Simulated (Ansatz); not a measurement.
**CH$_{7}$AlOS: density, localisation and related maps**

The calculation's input:

```
crystal:
  periodic: [false, false, false]
  atoms:
    - { symbol: Al, position_ang: [-1.22651, -1.797234, 1.025364] }
    - { symbol: S, position_ang: [0.941752, -1.803412, 1.617292] }
    - { symbol: H, position_ang: [-1.606232, -2.827169, -0.110722] }
    - { symbol: H, position_ang: [-2.226273, -0.876308, 1.838034] }
    - { symbol: H, position_ang: [0.974368, 0.108957, -0.229966] }
    - { symbol: O, position_ang: [0.175247, 0.532118, -0.577992] }
    - { symbol: C, position_ang: [0.497001, 1.644664, -1.362406] }
    - { symbol: H, position_ang: [0.778096, -0.868283, 2.573497] }
    - { symbol: H, position_ang: [0.931616, 2.472536, -0.771193] }
    - { symbol: H, position_ang: [-0.432447, 2.013733, -1.816238] }
    - { symbol: H, position_ang: [1.193282, 1.400399, -2.185769] }
basis:
  gaussian: { orbitals: def2-SVP }
hamiltonian:
  xc: pbe0
  dispersion: d4
relax:
  f_tol: 0.03
  max_steps: 50
output:
  orbitals: {}
```

Launched as:

```sh
ansatz run input.yaml --threads 2 --pin off --max-ram 3072MiB --backend cpu --events-out ev --progress --plain --runs-dir out
```

The fields are those of the run's last geometry, not of the input's.

All numbers below come from RKS PBE0-D4/def2-SVP (Ansatz 0.2.0).

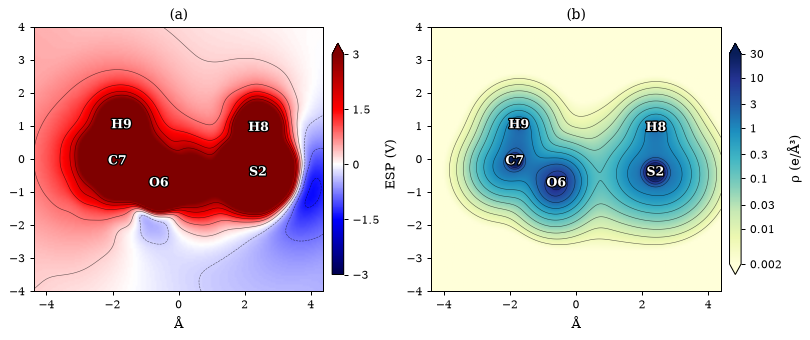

Figure 1. (a) molecular electrostatic potential; (b) total electron density on the plane of atoms O6, C7 and H9.

### Read the bonding off the picture.

- The section cuts through S, O, C and H sites.
- C–O (1.42 Å): ρ at the midpoint is about 2 e/Å³, with its minimum of 1.6 e/Å³ about 0.5 Å from C.
- C–H (1.10 Å): ρ is about 2 e/Å³ halfway.
- S–H (1.35 Å): ρ is about 1.4 e/Å³ halfway.
- Outside the dense part of the molecule the potential is most negative (−1.4 V) near S2.

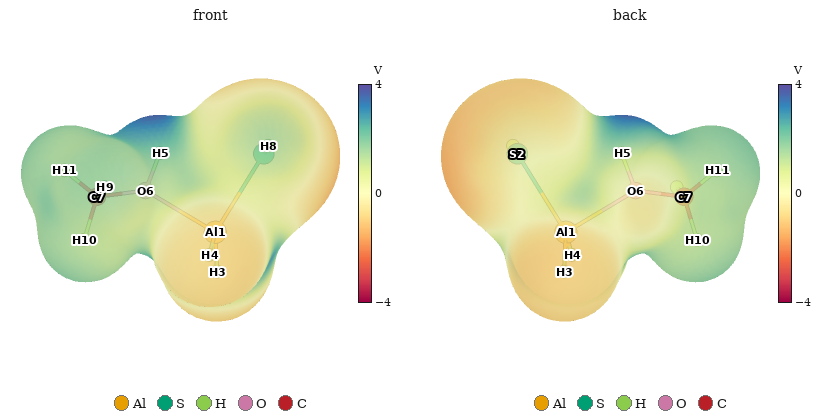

Figure 2. The molecular electrostatic potential painted on the density surface at 0.004 e/bohr³, seen from the front and from behind; red is negative and blue positive.

### Describe the electrostatic potential map.

The most negative region (about −1.5 V) lies over S2, the most positive (about +3.5 V) over H5.

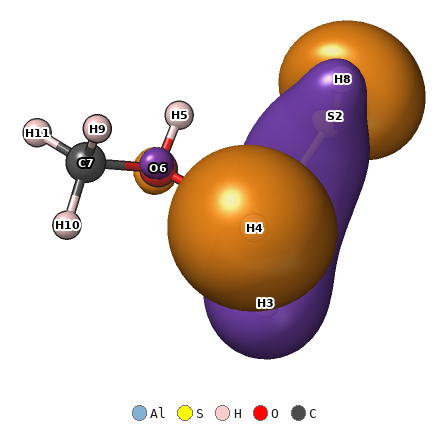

Figure 3. The HOMO−1 at ±0.08 Å⁻³ᐟ² (orange and purple are the two phases), seen at a tilt.

### Describe this orbital and give its energy.

By Hirshfeld shares it lies mainly on H4 (about 35 %), S2 (about 25 %), Al1 (about 25 %) and H3 (about 10 %). Its energy is −7.75 eV.

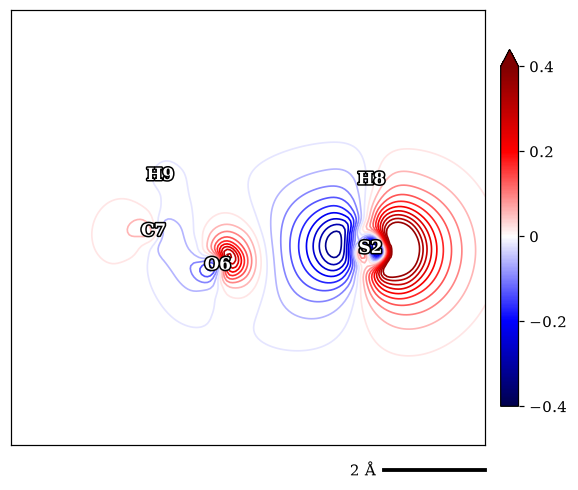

Figure 4. The HOMO on the plane of atoms O6, C7 and H9 (values in Å⁻³ᐟ²; the overall sign is arbitrary).

### What is the character of this orbital?

Its weight (Hirshfeld) is mainly on S2 (about 85 %); largely a lone pair of S2. Its energy is −7.02 eV.
